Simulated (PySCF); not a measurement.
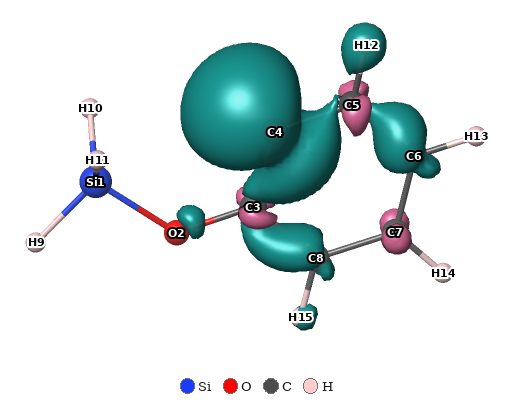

*C6H7OSi (doublet). Isosurfaces of the spin density at +0.02 (teal) and −0.02 e/Å³ (pink), seen at a tilt.*

Geometry: GFN2-xTB.

The calculation used PySCF, UKS B3LYP, pcH-1 on C H O Si, non-relativistic, mean-field spin-orbit, GIAO.

```xyz
15

Si    2.8914    0.1428   -0.5031
O     1.5523   -0.7873   -0.3696
C     0.3076   -0.3597   -0.0990
C    -0.0277    0.9545    0.1093
C    -1.2812    1.4017    0.3855
C    -2.3107    0.4628    0.4664
C    -2.0223   -0.8739    0.2619
C    -0.7346   -1.2908   -0.0174
H     3.8553   -0.9086   -0.7851
H     3.1410    0.8548    0.7502
H     2.7366    1.1111   -1.5886
H    -1.4850    2.4506    0.5406
H    -3.3163    0.7882    0.6864
H    -2.8139   -1.6068    0.3207
H    -0.4971   -2.3315   -0.1801
```

Question: Where is the unpaired spin?

Answer: The unpaired spin (1 electron) lies mostly on C4 (about 0.7), in electrons by Hirshfeld's partition.
